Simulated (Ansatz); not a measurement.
# C2H6ClNSi (SMILES C[SiH2]C(=N)Cl): what the fields show

Input file:

```
crystal:
  periodic: [false, false, false]
  atoms:
    - {symbol: C, position_ang: [-1.168381, 0.437227, 1.130895]}
    - {symbol: Si, position_ang: [-0.086014, 0.817318, -0.330913]}
    - {symbol: C, position_ang: [0.969663, -0.703707, -0.744897]}
    - {symbol: N, position_ang: [0.915914, -1.778460, -0.111105]}
    - {symbol: Cl, position_ang: [2.058655, -0.456130, -2.137881]}
    - {symbol: H, position_ang: [-1.787996, 1.299607, 1.387474]}
    - {symbol: H, position_ang: [-0.559217, 0.175505, 1.998088]}
    - {symbol: H, position_ang: [-1.822350, -0.408627, 0.910776]}
    - {symbol: H, position_ang: [0.863521, 1.928834, -0.068465]}
    - {symbol: H, position_ang: [-0.865265, 1.133155, -1.555266]}
    - {symbol: H, position_ang: [1.546573, -2.501620, -0.458005]}
basis:
  gaussian: {orbitals: def2-TZVPP}
hamiltonian: {xc: pbe0, dispersion: d4}
output: {orbitals: {seedname: orbitals}}
```

Command:

```sh
ansatz run in.yaml --threads 4 --pin off --events-out ev --progress --plain --max-ram 10444MiB
```

Geometry: PBE0-D4/def2-TZVP.

Method: RKS PBE0-D4/def2-TZVPP in Ansatz 0.2.0.

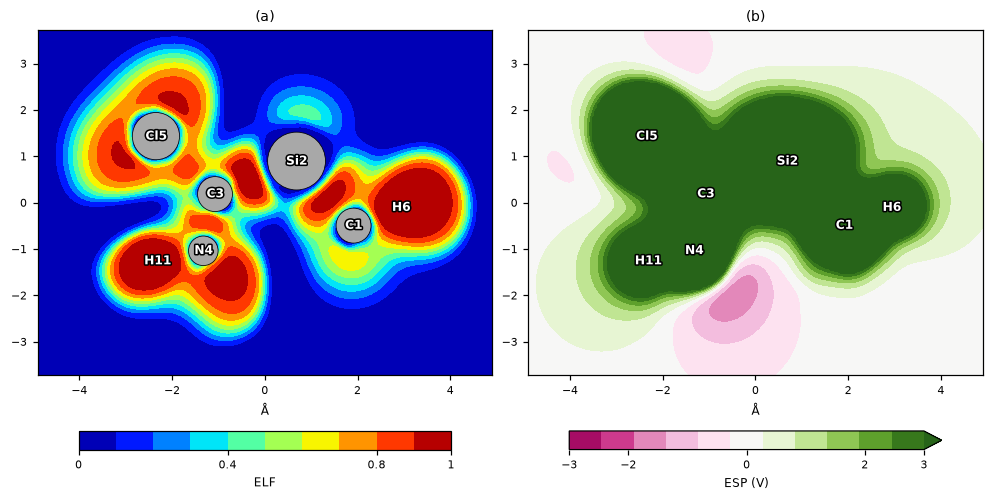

Figure 1. (a) ELF; (b) molecular electrostatic potential on the plane of atoms Si2, C3 and Cl5. Grey discs cover the atomic cores in the ELF map.

Q: Describe what can be read from this map.

A: The plane passes through C, Si, N, Cl and H nuclei. C–N (1.25 Å): the ELF peaks at about 0.90 between the atoms (a short, multiple covalent bond). C–Cl (1.79 Å): the ELF peaks at about 0.85 between the atoms; a shared electron pair. C–Si (1.86 Å): the ELF peaks at about 0.95 between the atoms (a covalent bond). N–H (1.02 Å): the ELF climbs to about 1 towards the hydrogen, as it does in any bond to H; an ordinary covalent bond to hydrogen. C–H (1.09 Å): the ELF climbs to about 1 towards the hydrogen (a covalent bond by its length). The ELF also peaks beside N4 and Cl5, away from the bonds: lone-pair regions. Outside the dense part of the molecule the potential is most negative (−1.8 V) near N4.

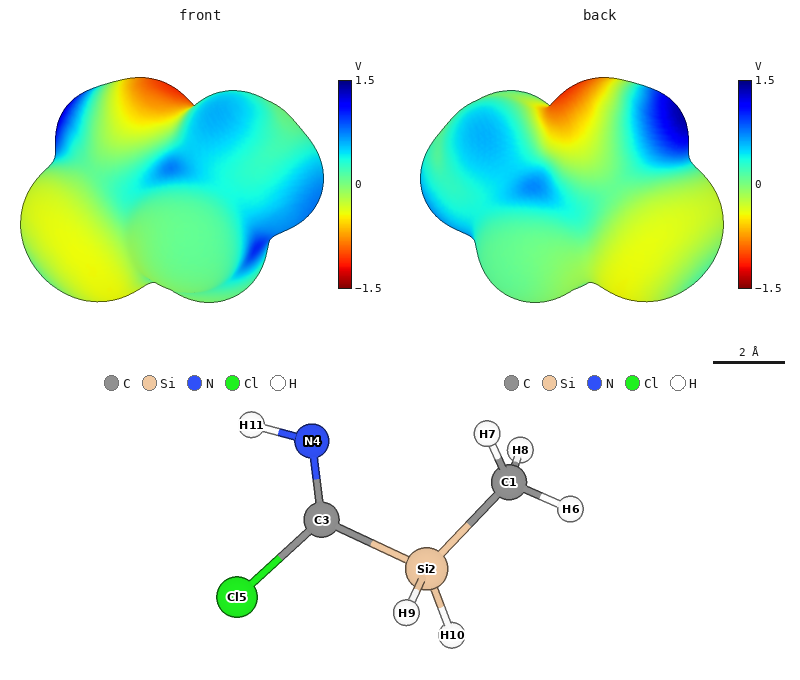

Figure 2. The electrostatic potential painted on the density surface at 0.001 e/bohr³, seen from the front and from behind; the colour scale runs from red (negative) to blue (positive). The bare structure is drawn below in the same view.

Q: Describe the electrostatic potential map.

A: The most negative region (about −1.1 V) lies over N4, the most positive (about +1.3 V) over H11. N4 is the likeliest acceptor of a hydrogen bond.

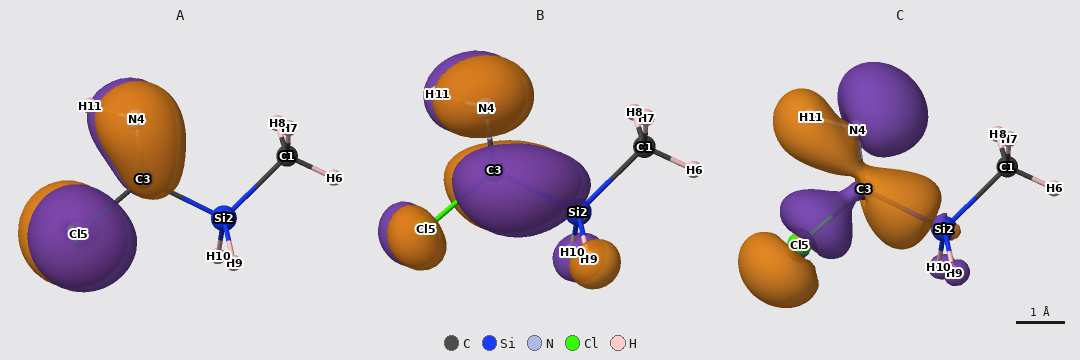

Figure 3. Three frontier orbitals at ±0.1 Å⁻³ᐟ² (orange and purple are the two phases), in no order.

Q: Which picture is the HOMO−1, the HOMO and the LUMO?

A: A is the HOMO−1 (−8.71 eV). It lies mainly on Cl5 (about 60 %), N4 (about 25 %) and C3 (about 10 %). C is the HOMO (−8.12 eV). It lies mainly on N4 (about 50 %), Cl5 (about 20 %), C3 (about 15 %), Si2 (about 10 %) and H11 (about 5 %). B is the LUMO (−1.02 eV). It lies mainly on C3 (about 35 %), N4 (about 35 %), Si2 (about 15 %) and Cl5 (about 10 %); π-antibonding (π*) across C3–N4.

Q: What is the HOMO–LUMO gap?

A: 7.10 eV between the orbital energies.
